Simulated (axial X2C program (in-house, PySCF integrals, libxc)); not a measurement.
Run report: AuH⁻, relativistic diatomic calculation

- system: AuH⁻, single determinant with Ω = 1/2.
- method: B3LYP, two-component X2C with atomic mean-field Coulomb and Gaunt terms, Au dyall-acv3z, H dyall-av3z (cores contracted) (axial X2C program (in-house, PySCF integrals, libxc))

Log:
```
two-component X2C + atomic mean field  B3LYP
basis functions 213  fitting functions 1040  grid points 5070
iter        total energy     max residual
   1     -19018.216470486     1.04e-01
   2     -19018.217094034     4.66e-03
   3     -19018.215267958     1.08e-02
   4     -19018.217675854     9.60e-04
   5     -19018.217699640     3.71e-04
   6     -19018.217703139     8.46e-05
   7     -19018.217703515     3.27e-05
   8     -19018.217703643     5.30e-06
   9     -19018.217703650     1.57e-06
  10     -19018.217703651     4.56e-07
converged
one-electron -26115.10692776  Coulomb 7459.34170086  exact exchange -72.86358008  xc functional -297.73449911  nuclear repulsion 25.82149454  atomic mean-field constant -17.67589210
```

The points of the curve:

```
R (Å)    E (hartree)  dipole (D; origin at the first atom, positive when the second is positive)  highest filled (eV)  lowest empty (eV)
1.409  −19018.202893                                                                        2.28                 0.90               1.62
1.473  −19018.211269                                                                        2.04                 0.91               1.66
1.522  −19018.214970                                                                        1.81                 0.91               1.68
1.570  −19018.216986                                                                        1.55                 0.91               1.71
1.619  −19018.217704                                                                        1.25                 0.90               1.73
1.676  −19018.217296                                                                        0.89                 0.88               1.76
1.732  −19018.215911                                                                        0.50                 0.85               1.79
1.805  −19018.213155                                                                        0.01                 0.80               1.82
1.894  −19018.208917                                                                       −0.56                 0.72               1.85
2.024  −19018.202103                                                                       −1.29                 0.57               1.89
```

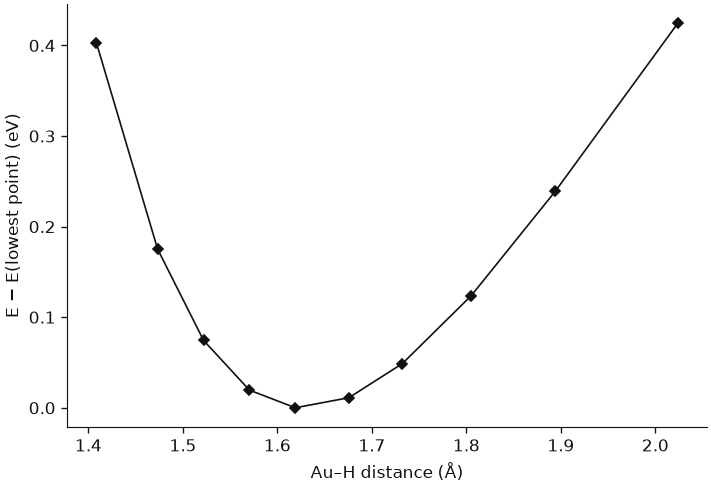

Fig. 1: Energy at 10 bond lengths, for one set of occupations held fixed; the line joins the points. A polynomial of degree 6 through 9 points gives rₑ = 1.628 Å, ωₑ = 1720 cm⁻¹, ωₑxₑ = 59 cm⁻¹ and Bₑ = 6.346 cm⁻¹. The minimum lies 1.70 eV below Au⁻ + H, each computed as one determinant at the same level.

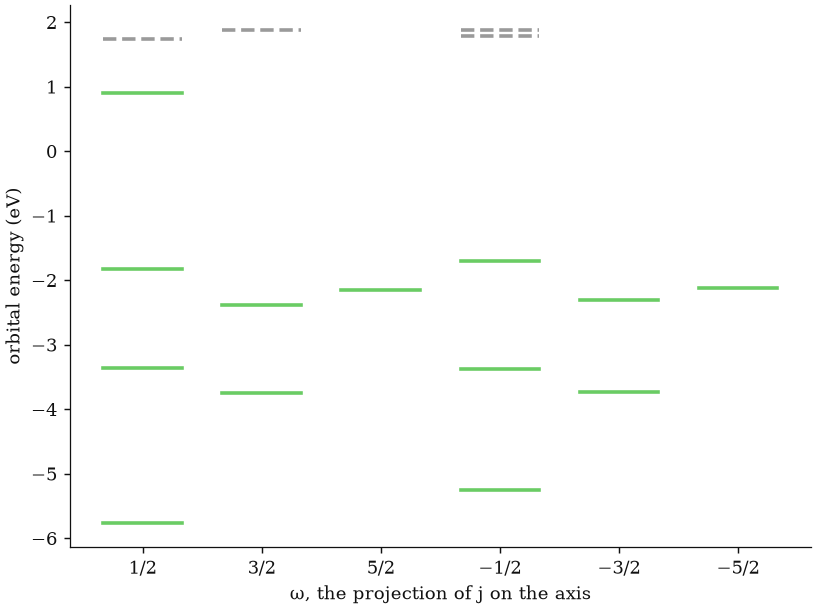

Fig. 2: Orbital energies near the frontier at 1.62 Å, filled (solid) and empty (dashed). The highest filled spinor (1/2; 61 % Au p, 17 % Au s) lies at 0.90 eV, the lowest empty one (1/2; 91 % Au p, 5 % Au s) at 1.73 eV. A filled level above zero is held only by the finite basis .

Input file:
```
{"zs": [79, 1], "q": -1, "bas": ["dyall-acv3z", "dyall-av3z"], "levels": ["PBE0", "HF", "B3LYP"], "cc": true, "r0": 1.56, "thr": -2.0, "nmax": 90, "npts": 10, "nst": 2, "ntry": 6}
```

The line is the task of a batch: nuclear charges, charge, bases, the levels to run, a first guess of the distance and further settings. This report covers B3LYP with spin-orbit coupling. The log is that of the reference distance 1.619 Å.

Launched within a batch (the task file carries these settings):
```bash
python <driver script> task.json out
```

Summary:

| quantity | value |
| --- | --- |
| outcome | converged; a filled level lies above zero |
| bond length rₑ | 1.628 Å |
| ωₑ | 1720 cm⁻¹ |
| energy at the minimum | −19018.21772 hartree |
| depth below the fragments | 1.70 eV |
| hardware | 1 thread of Arm Neoverse V2, 24 GiB of memory available, shared host |
| wall time | 9.4 s |

Notes:

The highest filled level (B3LYP, up to 0.91 eV) lies above zero. That is common for anions, where the functional's self-interaction leaves the outer electrons unbound; only the finite basis holds them, so such levels depend on it.
